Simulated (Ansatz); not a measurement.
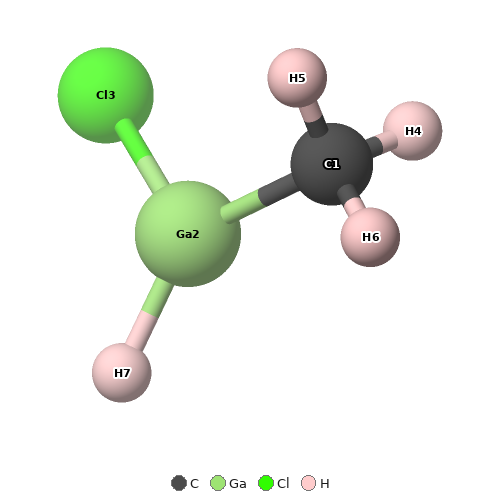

The system is CH₄ClGa, SMILES [CH3][GaH][Cl]; the picture shows the reference structure. 
- First axis: angle Cl3–Ga2–H7. Second axis: angle H5–C1–H6.
- Nothing is relaxed (all other coordinates rigid).
- Grid: 9 × 9 points.
- Points are written as (first, second).
- Energies: kcal/mol, counted from the lowest grid point.
- Computed with RKS wB97X-V/def2-TZVP in Ansatz.

Its coordinates:

```xyz
7

C    -0.6319    0.6429   -0.1914
Ga    0.6754   -0.7766    0.0919
Cl    2.0024   -0.4682    1.7652
H    -1.2508    0.7552    0.7035
H    -0.1135    1.5932   -0.3476
H    -1.2800    0.4479   -1.0480
H     0.9290   -2.1015   -0.6828
```

Range: angle Cl3–Ga2–H7 from 89.1 to 139.1°; angle H5–C1–H6 from 73.9 to 143.9°.

Q: What landscape does the calculation give?

A: The lowest grid point is at (114.1°, 108.9°). It is the only kind of minimum in the scanned range. The highest grid point, (139.1°, 73.9°), lies 32.6 kcal/mol above the lowest. Round the minimum the contours are nearly round: the two directions are equally stiff and uncoupled.

```tsv
angle H5–C1–H6 ↓, angle Cl3–Ga2–H7 →	89.1	95.3	101.6	107.8	114.1	120.3	126.6	132.8	139.1
143.9	31.7	26.8	23.3	21.1	20.1	20.3	22.0	25.4	31.2
135.2	22.6	17.8	14.4	12.3	11.4	11.8	13.5	16.9	22.6
126.4	15.9	11.2	7.8	5.8	5.1	5.5	7.4	10.8	16.4
117.7	11.8	7.1	3.9	2.0	1.3	1.8	3.8	7.2	12.8
108.9	10.3	5.7	2.5	0.6	0.0	0.6	2.6	6.1	11.7
100.2	11.5	6.9	3.7	1.9	1.3	2.0	4.0	7.6	13.1
91.4	15.3	10.7	7.5	5.7	5.2	5.9	8.0	11.5	17.1
82.7	21.7	17.1	13.9	12.1	11.6	12.3	14.4	18.0	23.6
73.9	30.9	26.2	23.0	21.2	20.6	21.3	23.4	27.0	32.6
```

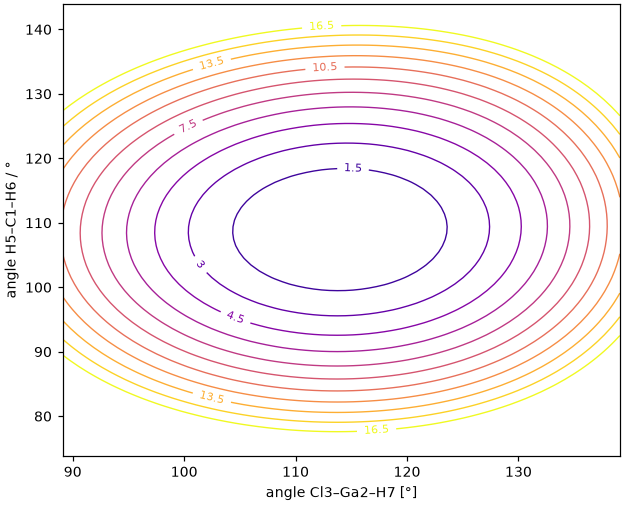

In the figure: contour lines labelled in kcal/mol (none above 16.5). Between grid points the surface is interpolated.

The whole map (81 points run) took 49 min on 1 thread of Arm Neoverse N1 (shared host).
